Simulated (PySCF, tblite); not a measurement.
# C4H5BO3S: dynamics, then NMR shifts on frames, part 2 of 2

tblite 0.8.0 and PySCF 2.14.0. Atoms count from 0. Earlier steps stand in the parts before.

## (5) NMR shieldings: 625 fs, PBE0/pcSseg-1

What the job is given:

```
{"job": {"kind": "nmr", "xc": "PBE0", "basis": "pcSseg-1", "pop": false}, "charge": 0, "multiplicity": 1}
O      2.772900    -1.016500    -0.580000
B      1.824300    -0.049900    -0.592400
O      2.221400     1.014600    -1.238100
C      0.451300    -0.274300     0.051500
C     -0.061500    -1.251500     0.835300
C     -1.407800    -1.080800     1.112200
C     -2.027200    -0.089300     0.432900
O     -3.293300     0.240900     0.380600
S     -0.826000     0.860400    -0.472600
H      2.574200    -1.866900    -0.186300
H      3.011600     0.881700    -1.747400
H      0.550400    -2.047600     1.320500
H     -2.010000    -1.592900     1.820900
H     -3.340200     1.149900    -0.011700
```

With the program's defaults for keys left out, this is: GIAO PBE0/pcSseg-1 NMR shielding, non-relativistic, gas phase.

The log of the run:

```text
coarse grid: 13416 points
cycle   1  E = -803.3089556268  dE =  1.937e+00  |g| = 1.023e+00  |ddm| = 3.777e+00
cycle   2  E = -803.1360322099  dE =  1.729e-01  |g| = 1.410e+00  |ddm| = 1.722e+00
cycle   3  E = -803.4994926400  dE = -3.635e-01  |g| = 1.195e-01  |ddm| = 1.115e+00
cycle   4  E = -803.5017890842  dE = -2.296e-03  |g| = 7.588e-02  |ddm| = 1.850e-01
cycle   5  E = -803.5031551998  dE = -1.366e-03  |g| = 2.191e-02  |ddm| = 8.876e-02
cycle   6  E = -803.5032724168  dE = -1.172e-04  |g| = 5.851e-03  |ddm| = 2.738e-02
cycle   7  E = -803.5032794516  dE = -7.035e-06  |g| = 2.007e-03  |ddm| = 5.941e-03
final grid: 128272 points
cycle   8  E = -803.5866911259  dE = -3.550e-05  |g| = 1.153e-02  |ddm| = 3.025e-02
cycle   9  E = -803.5866528510  dE =  3.827e-05  |g| = 1.760e-02  |ddm| = 2.258e-02
cycle  10  E = -803.5867176724  dE = -6.482e-05  |g| = 1.368e-03  |ddm| = 1.534e-02
cycle  11  E = -803.5867181072  dE = -4.348e-07  |g| = 5.247e-04  |ddm| = 1.884e-03
cycle  12  E = -803.5867181742  dE = -6.699e-08  |g| = 1.230e-04  |ddm| = 5.896e-04
cycle  13  E = -803.5867181771  dE = -2.997e-09  |g| = 6.419e-05  |ddm| = 1.867e-04
cycle  14  E = -803.5867181782  dE = -1.025e-09  |g| = 1.490e-05  |ddm| = 6.852e-05
cycle  15  E = -803.5867181782  dE = -5.707e-11  |g| = 2.963e-06  |ddm| = 2.042e-05
converged SCF energy = -803.5867181782

GIAO shielding tensors (ppm)
atom      isotropic    diamagn.    paramagn.     s11        s22        s33       span
  0 O      226.182     386.312    -160.131    130.390    261.249    286.906    156.517
  1 B       79.554     191.195    -111.640     67.362     74.837     96.464     29.102
  2 O      228.516     386.898    -158.382    147.466    265.807    272.275    124.809
  3 C       57.133     262.113    -204.980     -8.746     55.449    124.697    133.443
  4 C       53.302     253.280    -199.978    -32.618     44.771    147.754    180.372
  5 C       82.772     252.422    -169.650     22.553     77.270    148.492    125.939
  6 C        3.304     265.981    -262.677    -73.068      4.098     78.883    151.950
  7 O      196.808     385.744    -188.936    127.823    212.551    250.051    122.228
  8 S      238.800    1059.496    -820.696     72.185    305.046    339.170    266.984
  9 H       27.585      32.199      -4.614     20.163     25.560     37.031     16.868
 10 H       27.731      30.110      -2.379     21.317     24.043     37.832     16.515
 11 H       24.121      31.158      -7.037     21.003     24.327     27.032      6.029
 12 H       25.949      30.318      -4.368     22.545     25.583     29.720      7.176
 13 H       25.686      30.358      -4.672     16.573     26.832     33.651     17.079
```

It took 48 s on 1 thread of Arm Neoverse N1, shared host; peak memory 0.9 GiB.

Key values: δ C6 183.6, C4 133.6, C3 129.8, C5 104.2, H11 7.60, H13 6.03 ppm.

## (6) Nuclear shieldings: 800 fs, PBE0/pcSseg-1

What the job is given:

```
{"job": {"kind": "nmr", "xc": "PBE0", "basis": "pcSseg-1", "pop": false}, "charge": 0, "multiplicity": 1}
O      2.939500    -1.344300    -0.398100
B      2.104500    -0.284500    -0.447700
O      2.462500     0.911500    -0.878400
C      0.566100    -0.341400     0.035900
C     -0.087200    -1.239600     0.870200
C     -1.428300    -0.938000     1.169300
C     -1.971600     0.196200     0.647800
O     -3.221500     0.633000     0.675600
S     -0.677800     0.895200    -0.390600
H      2.544900    -2.113700     0.011100
H      3.333500     1.223600    -1.146700
H      0.416900    -2.105600     1.246600
H     -2.093600    -1.518000     1.768500
H     -3.334100     1.305500    -0.032000
```

Method: GIAO PBE0/pcSseg-1 NMR shielding, non-relativistic, gas phase.

The log of the run:

```text
coarse grid: 13416 points
cycle   1  E = -803.3150812067  dE =  1.696e+00  |g| = 1.003e+00  |ddm| = 3.716e+00
cycle   2  E = -803.1481938998  dE =  1.669e-01  |g| = 1.388e+00  |ddm| = 1.584e+00
cycle   3  E = -803.4963267535  dE = -3.481e-01  |g| = 1.209e-01  |ddm| = 1.010e+00
cycle   4  E = -803.4985363385  dE = -2.210e-03  |g| = 7.938e-02  |ddm| = 1.836e-01
cycle   5  E = -803.5000701261  dE = -1.534e-03  |g| = 2.267e-02  |ddm| = 9.181e-02
cycle   6  E = -803.5001982206  dE = -1.281e-04  |g| = 5.929e-03  |ddm| = 2.759e-02
cycle   7  E = -803.5002056134  dE = -7.393e-06  |g| = 2.162e-03  |ddm| = 6.132e-03
final grid: 128272 points
cycle   8  E = -803.5836180736  dE = -3.546e-05  |g| = 1.155e-02  |ddm| = 2.991e-02
cycle   9  E = -803.5835830102  dE =  3.506e-05  |g| = 1.731e-02  |ddm| = 2.149e-02
cycle  10  E = -803.5836449657  dE = -6.196e-05  |g| = 1.259e-03  |ddm| = 1.403e-02
cycle  11  E = -803.5836452996  dE = -3.339e-07  |g| = 5.885e-04  |ddm| = 1.799e-03
cycle  12  E = -803.5836453889  dE = -8.929e-08  |g| = 1.133e-04  |ddm| = 6.537e-04
cycle  13  E = -803.5836453914  dE = -2.458e-09  |g| = 6.481e-05  |ddm| = 1.730e-04
cycle  14  E = -803.5836453924  dE = -1.055e-09  |g| = 1.262e-05  |ddm| = 6.391e-05
cycle  15  E = -803.5836453924  dE = -3.593e-11  |g| = 3.031e-06  |ddm| = 1.709e-05
converged SCF energy = -803.5836453924

GIAO shielding tensors (ppm)
atom      isotropic    diamagn.    paramagn.     s11        s22        s33       span
  0 O      230.608     385.572    -154.964    124.246    270.941    296.638    172.393
  1 B       79.967     194.888    -114.921     62.045     86.268     91.588     29.543
  2 O      232.062     388.042    -155.980    158.855    248.483    288.847    129.991
  3 C       40.319     263.107    -222.787    -40.262     45.433    115.787    156.049
  4 C       49.206     253.548    -204.343    -44.252     45.334    146.536    190.788
  5 C       78.301     251.310    -173.009     13.800     73.528    147.576    133.776
  6 C        4.192     267.098    -262.905    -83.067     11.887     83.757    166.825
  7 O      215.856     385.295    -169.439    149.680    223.797    274.092    124.412
  8 S      196.212    1059.087    -862.874    117.444    221.629    249.564    132.120
  9 H       27.303      32.157      -4.854     19.859     25.898     36.152     16.292
 10 H       27.045      28.609      -1.564     20.508     21.534     39.092     18.584
 11 H       24.874      33.061      -8.186     21.941     24.189     28.493      6.552
 12 H       25.810      30.104      -4.294     22.198     25.370     29.863      7.666
 13 H       26.105      31.049      -4.944     17.198     26.160     34.957     17.760
```

Wall time 47 s (1 thread of Arm Neoverse N1, shared host); peak memory 0.9 GiB.

Key values: δ C6 182.7, C3 146.6, C4 137.7, C5 108.6, H11 6.84, H12 5.91 ppm.

## (7) Shielding tensors: 1000 fs, PBE0/pcSseg-1

What the job is given:

```
{"job": {"kind": "nmr", "xc": "PBE0", "basis": "pcSseg-1", "pop": false}, "charge": 0, "multiplicity": 1}
O      2.950400    -1.239000     0.135100
B      1.956100    -0.346100    -0.354200
O      2.410600     0.564300    -1.187100
C      0.500600    -0.366900     0.101100
C     -0.158600    -1.489600     0.555000
C     -1.485300    -1.238400     0.925400
C     -1.880800     0.041100     0.811700
O     -3.068500     0.576800     1.198300
S     -0.626400     1.049000     0.209500
H      2.782800    -1.972600     0.672200
H      3.364300     0.486500    -1.226600
H      0.379000    -2.428100     0.738500
H     -2.121300    -2.025500     1.365200
H     -3.169500     1.436800     0.857000
```

Level: GIAO PBE0/pcSseg-1 NMR shielding, non-relativistic, gas phase.

The log of the run:

```text
coarse grid: 13416 points
cycle   1  E = -803.3137762308  dE =  1.806e+00  |g| = 1.021e+00  |ddm| = 3.758e+00
cycle   2  E = -803.1374047372  dE =  1.764e-01  |g| = 1.417e+00  |ddm| = 1.669e+00
cycle   3  E = -803.5007744792  dE = -3.634e-01  |g| = 1.076e-01  |ddm| = 1.070e+00
cycle   4  E = -803.5027830690  dE = -2.009e-03  |g| = 6.247e-02  |ddm| = 1.530e-01
cycle   5  E = -803.5036673540  dE = -8.843e-04  |g| = 2.109e-02  |ddm| = 7.353e-02
cycle   6  E = -803.5037752276  dE = -1.079e-04  |g| = 6.303e-03  |ddm| = 2.569e-02
cycle   7  E = -803.5037842921  dE = -9.065e-06  |g| = 1.905e-03  |ddm| = 6.500e-03
final grid: 128272 points
cycle   8  E = -803.5876515375  dE = -3.232e-05  |g| = 1.187e-02  |ddm| = 3.358e-02
cycle   9  E = -803.5876070606  dE =  4.448e-05  |g| = 1.843e-02  |ddm| = 2.421e-02
cycle  10  E = -803.5876806438  dE = -7.358e-05  |g| = 1.530e-03  |ddm| = 1.628e-02
cycle  11  E = -803.5876812052  dE = -5.614e-07  |g| = 4.996e-04  |ddm| = 1.924e-03
cycle  12  E = -803.5876812663  dE = -6.115e-08  |g| = 1.249e-04  |ddm| = 5.743e-04
cycle  13  E = -803.5876812693  dE = -2.993e-09  |g| = 6.723e-05  |ddm| = 1.785e-04
cycle  14  E = -803.5876812705  dE = -1.124e-09  |g| = 1.313e-05  |ddm| = 6.401e-05
cycle  15  E = -803.5876812705  dE = -4.638e-11  |g| = 3.071e-06  |ddm| = 1.940e-05
converged SCF energy = -803.5876812705

GIAO shielding tensors (ppm)
atom      isotropic    diamagn.    paramagn.     s11        s22        s33       span
  0 O      240.661     385.540    -144.879    148.419    275.136    298.428    150.009
  1 B       76.483     194.212    -117.730     58.052     78.434     92.963     34.910
  2 O      214.749     385.552    -170.803    118.766    250.089    275.391    156.625
  3 C       44.022     260.571    -216.549    -30.084     46.798    115.351    145.434
  4 C       40.009     255.987    -215.978    -60.108     36.557    143.578    203.686
  5 C       78.581     252.636    -174.055     25.288     65.059    145.395    120.106
  6 C       15.261     264.206    -248.946    -57.242     16.318     86.706    143.947
  7 O      227.631     382.352    -154.722    145.208    259.744    277.940    132.731
  8 S      269.479    1058.836    -789.357    141.364    316.034    351.038    209.673
  9 H       28.554      34.131      -5.577     21.176     25.336     39.149     17.973
 10 H       27.342      28.505      -1.163     20.732     24.469     36.824     16.092
 11 H       24.100      32.783      -8.683     21.279     23.575     27.445      6.165
 12 H       25.147      29.102      -3.956     21.219     25.485     28.736      7.517
 13 H       27.932      33.434      -5.503     19.324     27.022     37.449     18.125
```

Wall time 47 s (1 thread of Arm Neoverse N1, shared host); peak memory 0.9 GiB.

This run: δ C6 171.7, C4 146.9, C3 142.9, C5 108.3, H11 7.62, H12 6.57 ppm.

## (8) Run by run: NMR shifts

Shifts (ppm) of some atoms, chosen among heavy atoms and hydrogens apart, with basis size and wall time:

```tsv
frame	C3	H13	H9	O7	O0	O2	S8	functions	time
250 fs	137.9	6.41	3.69	150.7	98.9	97.6	248	185	46 s
425 fs	127.0	4.62	5.74	124.4	113.4	136.2	208	185	45 s
625 fs	129.8	6.03	4.13	139.3	109.9	107.6	265	185	48 s
800 fs	146.6	5.61	4.41	120.2	105.5	104.0	308	185	47 s
1000 fs	142.9	3.79	3.16	108.4	95.4	121.3	234	185	47 s
```

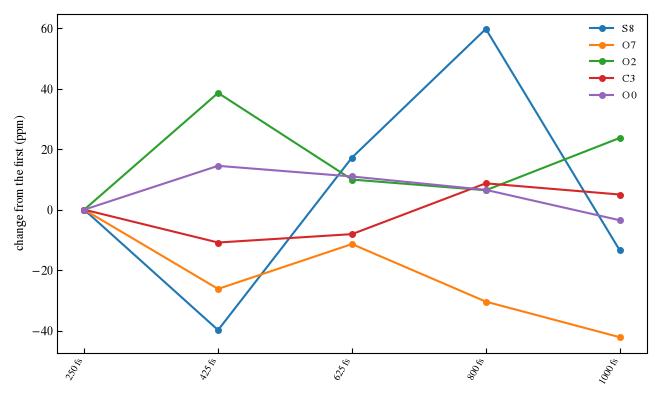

How five of the tabulated atoms move from run to run.

## (9) Results

What follows sums up all 2 parts.

| quantity | value |
| --- | --- |
| thermostat | 300 K |
| mean temperature, second half | 262 K |
| mean potential energy above the minimum | 0.42 eV |
| 13C shifts against TMS (PBE0/pcSseg-1, 250 fs) | 189.1, 148.0, 137.9, 114.1 ppm |
| 1H shifts against TMS (PBE0/pcSseg-1, 250 fs) | 6.97, 6.58, 6.41, 3.69, 3.33 ppm |
| 17O shifts against H2O (PBE0/pcSseg-1, 250 fs) | 150.7, 98.9, 97.6 ppm |
| 11B shifts against BF3·OEt2 (PBE0/pcSseg-1, 250 fs) | 22.7 ppm |
| 33S shifts against CS2 (PBE0/pcSseg-1, 250 fs) | 248 ppm |
| range of the shift of S8 | 208 to 308 ppm |

What this shows: In the second half the potential energy averages 0.42 eV above the minimum; equipartition over 36 harmonic modes at 300 K would give 0.47 eV. With 14 atoms the temperature swings widely (174 to 470 K). Shifts at one fixed geometry are not the observed spectrum, which averages over the motion. In the first frame run (250 fs): Shielding is most anisotropic at S8 (span 305 ppm, paramagnetic term -802 ppm). NICS(1)zz of -22 ppm above the planar ring from C3 marks a diatropic (aromatic) ring current. In ppm, S8 moves most: its shift spreads over 100 ppm, from 208 (425 fs) to 308 (800 fs).
